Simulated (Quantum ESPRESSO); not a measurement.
# Voltage at the next charge: V(100), 5 layers against an electrode

**Set-up.** Quantum ESPRESSO 7.5, PBE, GBRV ultrasoft; ESM with bc3, a metal electrode 5.12 Å above the top atoms; cell area 9.120 Å²; ions fixed. V is the potential energy of an electron at the electrode over the slab's Fermi level, divided by e, so that it equals the work function at zero charge; positive charge removes electrons.

```
charge (e a cell)  V (V)
                0  3.687
           0.0137  4.518
           0.0274  5.386
```

To predict: What is V at a charge of 0.0547 e, and what capacitance do the rows imply?

By hand: The last two rows give dV/dq = (5.386 − 4.518)/(0.0274 − 0.0137) = 63.4 V/e, so C = 1602/(9.120 × 63.4) = 2.77 µF/cm², an effective gap of 8.854/2.77 = 3.19 Å. At constant C, V = 5.386 + 63.4 × 0.0273 = 7.12 V.

**The withheld run.** V = 7.205 V; the estimate misses by −0.09 V, 4.9 % of the step. Over the three intervals C goes 2.90, 2.77 and 2.64 µF/cm²: it falls as electrons leave, the surface charge drawing back towards the atoms.

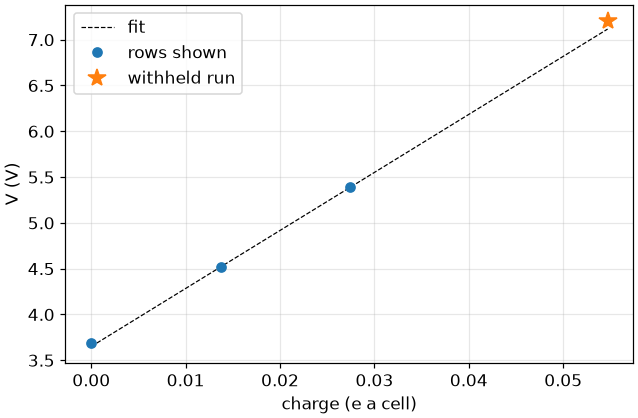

The rows shown, the fit and the withheld run.

Caveats: Vacuum fills the gap; a dielectric or electrolyte would change C. The slab is thin.

[Logs are printed without paths, hosts, clocks, repeated set-up lines and the standing remarks that a program may print on its own settings, such as how far it seeks lower states.]
